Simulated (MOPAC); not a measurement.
**Geometry relaxation of Si$_{2}$H$_{4}$ClF (part 1 of 2)**

Si$_{2}$H$_{4}$ClF, SMILES F[SiH]([SiH3])Cl, computed with MNDO, closed shell (MOPAC 23.2.5).

The atoms were displaced at random from an optimised geometry.

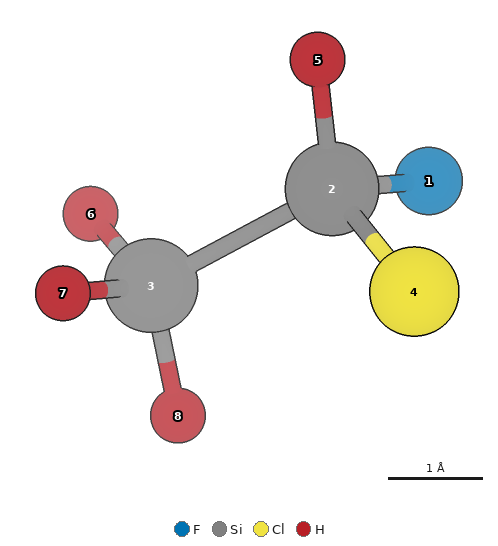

**Figure 1.** The starting structure (ball-and-stick view, seen at a tilt; atoms are numbered from 1 in the order of the input).

Input (input.mop)
```
PRECISE GRADIENTS DISP EF GNORM=0.01 CYCLES=300 MNDO THREADS=1 AUX(PRECISION=6)
ClFH4Si2 charge 0

F     -1.325451     1.796168     0.184036
Si    -0.379889     0.804317    -0.659737
Si     0.532640    -0.771525     0.748678
Cl    -1.538883    -0.119334    -2.075759
H      0.592816     1.654986    -1.404973
H      1.362738    -0.124164     1.801549
H      1.397615    -1.695839    -0.060058
H     -0.543249    -1.585722     1.391684
```

Hardware: 1 thread of Arm Neoverse V1, 24 GiB of memory available, shared host.

Launch command:
```bash
mopac input.mop
```

Log
```
MOPAC v23.2.5
MNDO CALCULATION RESULTS

 *  MNDO       - The MNDO Hamiltonian to be used
 *  PRECISE    - TIGHTER CRITERIA TO BE USED
 *  EF         - USE EF ROUTINE FOR MINIMUM SEARCH
 *  THREADS=1  - MULTI-THREADING NOT USED
 *  CYCLES=    - DO A MAXIMUM OF 300 STEPS
 *  GNORM      - EXIT WHEN GRADIENT NORM DROPS BELOW 0.010
 *  AUX        - OUTPUT AUXILIARY INFORMATION
 *  GRADIENTS  - ALL GRADIENTS TO BE PRINTED
 *  DISP       - PRINT DISPERSION AND HYDROGEN BOND ENERGIES
PRECISE GRADIENTS DISP EF GNORM=0.01 CYCLES=300 MNDO THREADS=1 AUX(PRECISION=6)
 ClFH4Si2 charge 0

   ATOM   CHEMICAL          X               Y               Z
  NUMBER   SYMBOL      (ANGSTROMS)     (ANGSTROMS)     (ANGSTROMS)

     1       F         -1.32545100  *   1.79616800  *   0.18403600  *
     2      Si         -0.37988900  *   0.80431700  *  -0.65973700  *
     3      Si          0.53264000  *  -0.77152500  *   0.74867800  *
     4      Cl         -1.53888300  *  -0.11933400  *  -2.07575900  *
     5       H          0.59281600  *   1.65498600  *  -1.40497300  *
     6       H          1.36273800  *  -0.12416400  *   1.80154900  *
     7       H          1.39761500  *  -1.69583900  *  -0.06005800  *
     8       H         -0.54324900  *  -1.58572200  *   1.39168400  *

          CARTESIAN COORDINATES

    NO.       ATOM           X           Y           Z

     1         F         -1.3255      1.7962      0.1840
     2        Si         -0.3799      0.8043     -0.6597
     3        Si          0.5326     -0.7715      0.7487
     4        Cl         -1.5389     -0.1193     -2.0758
     5         H          0.5928      1.6550     -1.4050
     6         H          1.3627     -0.1242      1.8015
     7         H          1.3976     -1.6958     -0.0601
     8         H         -0.5432     -1.5857      1.3917

           Empirical Formula: H4 F Si2 Cl  =     8 atoms

      MOLECULAR POINT GROUP   :   C1

      RHF CALCULATION, NO. OF DOUBLY OCCUPIED LEVELS = 13

          Geometry optimization using EF

          DIAGONAL MATRIX USED AS START HESSIAN
```

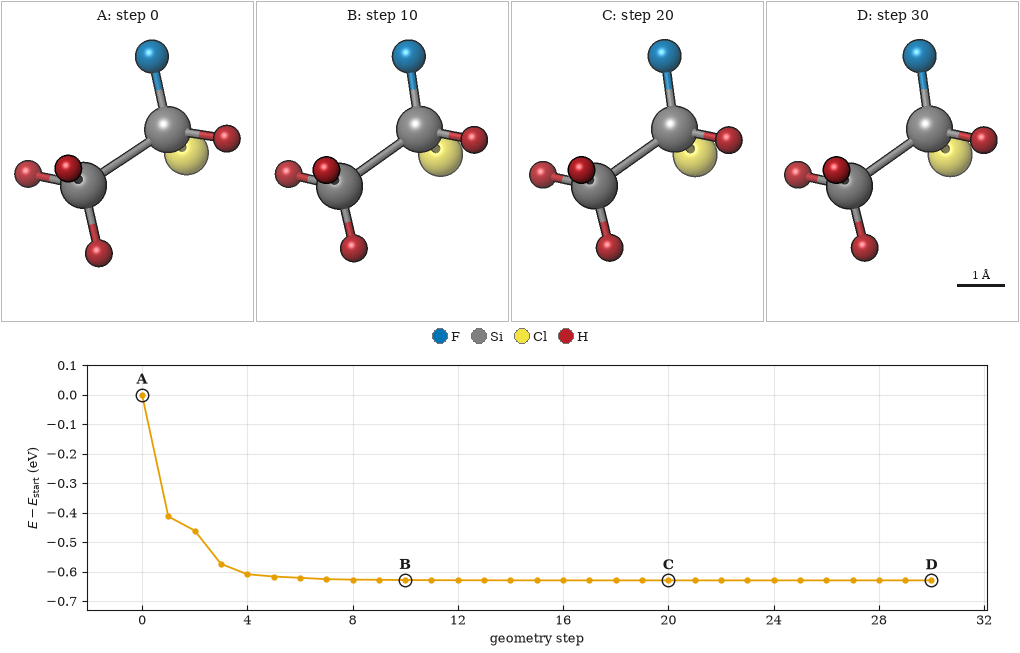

**Figure 2.** Frames of the relaxation (ball-and-stick view, seen at a tilt) above the curves, on which the letters mark them (steps are counted from 0).

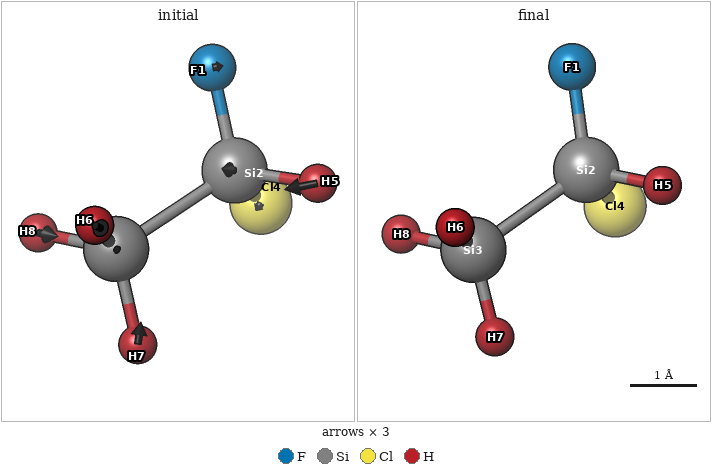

**Figure 3.** Before (left) and after (right) the relaxation, at one scale (ball-and-stick view, seen at a tilt). The black arrows give the displacements, magnified 3 times. The largest move after the best rigid fit is that of H5, 0.18 Å. By element the largest moves are H 0.18 Å, Si 0.09 Å, F 0.06 Å, Cl 0.05 Å. Among the contacts that change: Si3–H7 1.502 → 1.372 Å, Si3–H6 1.489 → 1.374 Å, Si2–H5 1.492 → 1.379 Å, Si2–Si3 2.302 → 2.220 Å. Among the angles that change: F1–Si2–Si3 109.5° → 116.4°, Si2–Si3–H6 110.9° → 107.9°. After 30 geometry steps the energy has fallen by 0.630 eV. The largest force component goes from 1.6 to 0.00021 eV/Å. (Atoms are counted from 1 in the order of the input.)

```
 CYCLE:     1 TIME:   0.008 TIME LEFT:  2.00D  GRAD.:   119.300 HEAT: -103.7980
 CYCLE:     2 TIME:   0.000 TIME LEFT:  2.00D  GRAD.:   109.377 HEAT: -113.3186
 CYCLE:     3 TIME:   0.000 TIME LEFT:  2.00D  GRAD.:    89.224 HEAT: -114.4191
 CYCLE:     4 TIME:   0.000 TIME LEFT:  2.00D  GRAD.:    45.471 HEAT: -117.0253
 CYCLE:     5 TIME:   0.008 TIME LEFT:  2.00D  GRAD.:    17.080 HEAT: -117.8363
 CYCLE:     6 TIME:   0.000 TIME LEFT:  2.00D  GRAD.:     8.911 HEAT: -118.0138
 CYCLE:     7 TIME:   0.000 TIME LEFT:  2.00D  GRAD.:     8.758 HEAT: -118.1152
 CYCLE:     8 TIME:   0.000 TIME LEFT:  2.00D  GRAD.:     9.308 HEAT: -118.2210
 CYCLE:     9 TIME:   0.000 TIME LEFT:  2.00D  GRAD.:     3.138 HEAT: -118.2571
 CYCLE:    10 TIME:   0.000 TIME LEFT:  2.00D  GRAD.:     2.465 HEAT: -118.2700
 CYCLE:    11 TIME:   0.000 TIME LEFT:  2.00D  GRAD.:     2.750 HEAT: -118.2893
 CYCLE:    12 TIME:   0.008 TIME LEFT:  2.00D  GRAD.:     2.085 HEAT: -118.2996
 CYCLE:    13 TIME:   0.000 TIME LEFT:  2.00D  GRAD.:     1.381 HEAT: -118.3054
 CYCLE:    14 TIME:   0.000 TIME LEFT:  2.00D  GRAD.:     1.311 HEAT: -118.3078
 CYCLE:    15 TIME:   0.000 TIME LEFT:  2.00D  GRAD.:     1.064 HEAT: -118.3127
 CYCLE:    16 TIME:   0.000 TIME LEFT:  2.00D  GRAD.:     0.582 HEAT: -118.3140
 CYCLE:    17 TIME:   0.008 TIME LEFT:  2.00D  GRAD.:     0.406 HEAT: -118.3146
 CYCLE:    18 TIME:   0.000 TIME LEFT:  2.00D  GRAD.:     0.449 HEAT: -118.3152
 CYCLE:    19 TIME:   0.000 TIME LEFT:  2.00D  GRAD.:     0.375 HEAT: -118.3156
 CYCLE:    20 TIME:   0.000 TIME LEFT:  2.00D  GRAD.:     0.208 HEAT: -118.3158
 CYCLE:    21 TIME:   0.000 TIME LEFT:  2.00D  GRAD.:     0.177 HEAT: -118.3159
 CYCLE:    22 TIME:   0.000 TIME LEFT:  2.00D  GRAD.:     0.156 HEAT: -118.3160
 CYCLE:    23 TIME:   0.000 TIME LEFT:  2.00D  GRAD.:     0.087 HEAT: -118.3160
 CYCLE:    24 TIME:   0.008 TIME LEFT:  2.00D  GRAD.:     0.054 HEAT: -118.3161
 CYCLE:    25 TIME:   0.000 TIME LEFT:  2.00D  GRAD.:     0.054 HEAT: -118.3161
 CYCLE:    26 TIME:   0.000 TIME LEFT:  2.00D  GRAD.:     0.040 HEAT: -118.3161
 CYCLE:    27 TIME:   0.000 TIME LEFT:  2.00D  GRAD.:     0.024 HEAT: -118.3161
 CYCLE:    28 TIME:   0.000 TIME LEFT:  2.00D  GRAD.:     0.021 HEAT: -118.3161
 CYCLE:    29 TIME:   0.000 TIME LEFT:  2.00D  GRAD.:     0.023 HEAT: -118.3161
 CYCLE:    30 TIME:   0.000 TIME LEFT:  2.00D  GRAD.:     0.019 HEAT: -118.3161
 CYCLE:    31 TIME:   0.000 TIME LEFT:  2.00D  GRAD.:     0.010 HEAT: -118.3161

     GRADIENT =  0.00987 IS LESS THAN CUTOFF =  0.01000

 -------------------------------------------------------------------------------
 PRECISE GRADIENTS DISP EF GNORM=0.01 CYCLES=300 MNDO THREADS=1 AUX(PRECISION=6)
 ClFH4Si2 charge 0

     GEOMETRY OPTIMISED USING EIGENVECTOR FOLLOWING (EF).
     SCF FIELD WAS ACHIEVED

                              MNDO CALCULATION

          FINAL HEAT OF FORMATION =       -118.31608 KCAL/MOL =    -495.03446 KJ/MOL

          TOTAL ENERGY            =     -24645.96595 KCAL/MOL = ELECTRONIC ENERGY + CORE-CORE REPULSION
          ENERGY OF ATOMS         =      24527.64988 KCAL/MOL
                              SUM =       -118.31608 KCAL/MOL
          DISPERSION ENERGY       =          0.00000 KCAL/MOL
                              SUM =       -118.31608 KCAL/MOL = FINAL HEAT OF FORMATION

          TOTAL ENERGY            =      -1068.75024 EV
          ELECTRONIC ENERGY       =      -2440.53871 EV
          CORE-CORE REPULSION     =       1371.78847 EV
          COSMO AREA              =        138.52 SQUARE ANGSTROMS
          COSMO VOLUME            =        133.34 CUBIC ANGSTROMS

          GRADIENT NORM           =          0.00987          =       0.00349 PER ATOM
          IONIZATION POTENTIAL    =         10.435540 EV
          HOMO LUMO ENERGIES (EV) =        -10.436 -0.514
          NO. OF FILLED LEVELS    =         13
          MOLECULAR WEIGHT        =        114.6540         POINT GROUP:  C1

          MOLECULAR DIMENSIONS (Angstroms)

            Atom       Atom       Distance
            H     6   Cl     4     4.67894
            H     7    F     1     4.09145
            H     8    H     5     3.66439

          SCF CALCULATIONS        =         34

          WALL-CLOCK TIME         =      0.047 SECONDS
          COMPUTATION TIME        =      0.046 SECONDS

       FINAL  POINT  AND  DERIVATIVES

   PARAMETER     ATOM    TYPE            VALUE        GRADIENT
      1          1  F    CARTESIAN X    -1.330475     -0.001605  KCAL/ANGSTROM
      2          1  F    CARTESIAN Y     1.836859     -0.002308  KCAL/ANGSTROM
      3          1  F    CARTESIAN Z     0.145003      0.000671  KCAL/ANGSTROM
      4          2 Si    CARTESIAN X    -0.362940      0.003013  KCAL/ANGSTROM
      5          2 Si    CARTESIAN Y     0.804584      0.000892  KCAL/ANGSTROM
      6          2 Si    CARTESIAN Z    -0.576335     -0.001075  KCAL/ANGSTROM
      7          3 Si    CARTESIAN X     0.523733      0.004756  KCAL/ANGSTROM
      8          3 Si    CARTESIAN Y    -0.776459      0.003068  KCAL/ANGSTROM
      9          3 Si    CARTESIAN Z     0.704659     -0.001078  KCAL/ANGSTROM
     10          4 Cl    CARTESIAN X    -1.528670     -0.000513  KCAL/ANGSTROM
     11          4 Cl    CARTESIAN Y    -0.149784     -0.002267  KCAL/ANGSTROM
     12          4 Cl    CARTESIAN Z    -2.069378      0.000720  KCAL/ANGSTROM
     13          5  H    CARTESIAN X     0.563060      0.000474  KCAL/ANGSTROM
     14          5  H    CARTESIAN Y     1.547979      0.000929  KCAL/ANGSTROM
     15          5  H    CARTESIAN Z    -1.277585     -0.000141  KCAL/ANGSTROM
     16          6  H    CARTESIAN X     1.293646     -0.000590  KCAL/ANGSTROM
     17          6  H    CARTESIAN Y    -0.161908     -0.002958  KCAL/ANGSTROM
     18          6  H    CARTESIAN Z     1.662488      0.001991  KCAL/ANGSTROM
     19          7  H    CARTESIAN X     1.325475     -0.004359  KCAL/ANGSTROM
     20          7  H    CARTESIAN Y    -1.592094      0.001022  KCAL/ANGSTROM
     21          7  H    CARTESIAN Z    -0.053093     -0.000486  KCAL/ANGSTROM
     22          8  H    CARTESIAN X    -0.453471     -0.001176  KCAL/ANGSTROM
     23          8  H    CARTESIAN Y    -1.516143      0.001622  KCAL/ANGSTROM
     24          8  H    CARTESIAN Z     1.320117     -0.000601  KCAL/ANGSTROM

   ATOM   CHEMICAL          X               Y               Z
  NUMBER   SYMBOL      (ANGSTROMS)     (ANGSTROMS)     (ANGSTROMS)

     1       F         -1.33047478  *   1.83685855  *   0.14500343  *
     2      Si         -0.36293980  *   0.80458405  *  -0.57633523  *
     3      Si          0.52373311  *  -0.77645939  *   0.70465887  *
     4      Cl         -1.52867046  *  -0.14978434  *  -2.06937765  *
     5       H          0.56305956  *   1.54797874  *  -1.27758538  *
     6       H          1.29364569  *  -0.16190801  *   1.66248836  *
     7       H          1.32547472  *  -1.59209403  *  -0.05309284  *
     8       H         -0.45347136  *  -1.51614324  *   1.32011705  *

                             CARTESIAN COORDINATES

   1    F       -1.330474781     1.836858547     0.145003426
   2   Si       -0.362939803     0.804584051    -0.576335231
   3   Si        0.523733113    -0.776459395     0.704658872
   4   Cl       -1.528670456    -0.149784337    -2.069377649
   5    H        0.563059556     1.547978744    -1.277585381
   6    H        1.293645691    -0.161908013     1.662488362
   7    H        1.325474715    -1.592094027    -0.053092837
   8    H       -0.453471359    -1.516143235     1.320117047

           Empirical Formula: H4 F Si2 Cl  =     8 atoms

      MOLECULAR POINT GROUP   :   C1

                  EIGENVALUES
 -44.09742 -24.93317 -22.88185 -17.61329 -16.34513 -16.14954 -15.68102 -13.29356
 -12.89643 -12.83754 -12.66476 -12.43573 -10.43554  -0.51395  -0.09931   1.30570
   1.33645   1.53153   2.63414   3.10971

              NET ATOMIC CHARGES AND DIPOLE CONTRIBUTIONS

  ATOM NO.   TYPE          CHARGE      No. of ELECS.   s-Pop       p-Pop
    1          F          -0.477285        7.4773     1.86738     5.60991
    2         Si           1.154041        2.8460     1.11136     1.73460
    3         Si           1.153772        2.8462     1.07414     1.77209
    4         Cl          -0.515098        7.5151     1.98789     5.52721
    5          H          -0.323468        1.3235     1.32347
    6          H          -0.341280        1.3413     1.34128
    7          H          -0.325908        1.3259     1.32591
    8          H          -0.324775        1.3248     1.32477
 DIPOLE           X         Y         Z       TOTAL
 POINT-CHG.     3.360    -0.966     2.781     4.467
 HYBRID        -0.432     0.683    -0.395     0.899
 SUM            2.928    -0.283     2.386     3.788

          ATOMIC ORBITAL ELECTRON POPULATIONS

     Atom    s        px        py        pz
    1  F   1.86738   1.85704   1.84882   1.90404
    2 Si   1.11136   0.51838   0.63716   0.57906
    3 Si   1.07414   0.57964   0.60686   0.58559
    4 Cl   1.98789   1.86432   1.89053   1.77235
    5  H   1.32347
    6  H   1.34128
    7  H   1.32591
    8  H   1.32477

 *                    *
 * JOB ENDED NORMALLY *
 *                    *

 TOTAL JOB TIME:             0.05 SECONDS

 == MOPAC DONE ==
```

Trajectory as extended XYZ (Å, eV, eV/Å), 31 frames, from step=0 to step=30
```
8
Properties=species:S:1:pos:R:3:forces:R:3 step=0 energy=-4.50111
F    -1.3255    1.7962    0.1840    0.4838  -0.4121  -0.6311
Si   -0.3799    0.8043   -0.6597    1.6400   1.4799   1.1428
Si    0.5326   -0.7715    0.7487    0.5660  -1.2017   0.4734
Cl   -1.5389   -0.1193   -2.0758   -0.6464  -0.4957  -0.8137
H     0.5928    1.6550   -1.4050   -1.2279  -1.0432   0.9236
H     1.3627   -0.1242    1.8015   -1.1190  -0.8438  -1.4245
H     1.3976   -1.6958   -0.0601   -1.1969   1.3470   1.1890
H    -0.5432   -1.5857    1.3917    1.5004   1.1696  -0.8595
8
Properties=species:S:1:pos:R:3:forces:R:3 step=1 energy=-4.91396
F    -1.3200    1.7858    0.1467   -1.6163   1.8076   1.2158
Si   -0.3564    0.8599   -0.5998    1.9192  -2.4932  -1.5511
Si    0.5472   -0.8003    0.7581   -0.3089   0.0353  -0.3780
Cl   -1.5701   -0.1408   -2.1050    0.4691   0.3358   0.5141
H     0.5658    1.6201   -1.3545   -0.4688  -0.2745   0.4056
H     1.3424   -0.1496    1.7052   -0.3677  -0.2756  -0.2487
H     1.3740   -1.6472    0.0077   -0.3777   0.3583   0.3140
H    -0.5120   -1.5434    1.3397    0.7511   0.5062  -0.2717
8
Properties=species:S:1:pos:R:3:forces:R:3 step=2 energy=-4.96168
F    -1.3533    1.8226    0.1857    1.5492  -1.3364  -1.2747
Si   -0.3228    0.8262   -0.6361   -2.0074   0.2176   1.7069
Si    0.5454   -0.8012    0.7596   -0.5392   0.6085  -0.7467
Cl   -1.5693   -0.1418   -2.1047    0.4350   0.2896   0.3954
H     0.5457    1.6024   -1.3169    0.2775   0.2947  -0.2778
H     1.3256   -0.1639    1.6696    0.0389   0.1275   0.3198
H     1.3588   -1.6154    0.0464    0.1600  -0.2485  -0.2271
H    -0.4875   -1.5142    1.3113    0.0860   0.0471   0.1042
8
Properties=species:S:1:pos:R:3:forces:R:3 step=3 energy=-5.07470
F    -1.3466    1.8160    0.1366    0.6147  -0.5441  -0.2311
Si   -0.3365    0.7912   -0.5831   -0.5200   1.0329  -0.2334
Si    0.5328   -0.7788    0.7084   -0.0009   0.2018   0.8150
Cl   -1.5519   -0.1277   -2.0731    0.1835  -0.0327   0.0918
H     0.5485    1.6089   -1.3192   -0.2789  -0.4588   0.3562
H     1.3240   -0.1621    1.6900   -0.4008  -0.1735  -0.3525
H     1.3601   -1.6193    0.0461    0.1646  -0.2170  -0.3323
H    -0.4836   -1.5074    1.3097    0.2377   0.1913  -0.1137
8
Properties=species:S:1:pos:R:3:forces:R:3 step=4 energy=-5.10986
F    -1.3356    1.7990    0.1335   -0.1999   0.3211   0.2872
Si   -0.3475    0.8055   -0.5953    0.3297  -0.1478  -0.1320
Si    0.5319   -0.7782    0.7218    0.1233   0.0274  -0.0560
Cl   -1.5491   -0.1251   -2.0681    0.0228  -0.1288  -0.1204
H     0.5454    1.5993   -1.3069   -0.0746  -0.1940   0.1169
H     1.3192   -0.1674    1.6781   -0.1831  -0.0143  -0.0463
H     1.3636   -1.6272    0.0295   -0.0995   0.0605  -0.0722
H    -0.4803   -1.5049    1.3038    0.0813   0.0757   0.0227
8
Properties=species:S:1:pos:R:3:forces:R:3 step=5 energy=-5.11756
F    -1.3353    1.8072    0.1420    0.0453   0.0378   0.0663
Si   -0.3447    0.8053   -0.5918   -0.1745  -0.0744  -0.0169
Si    0.5320   -0.7762    0.7208    0.0882  -0.0690  -0.1250
Cl   -1.5506   -0.1319   -2.0769    0.1457  -0.0034   0.0648
H     0.5433    1.5896   -1.2978    0.0476  -0.0722   0.0076
H     1.3141   -0.1684    1.6745   -0.0997   0.0354   0.0247
H     1.3607   -1.6257    0.0207   -0.1220   0.0863  -0.0363
H    -0.4780   -1.5000    1.3089    0.0695   0.0596   0.0148
```
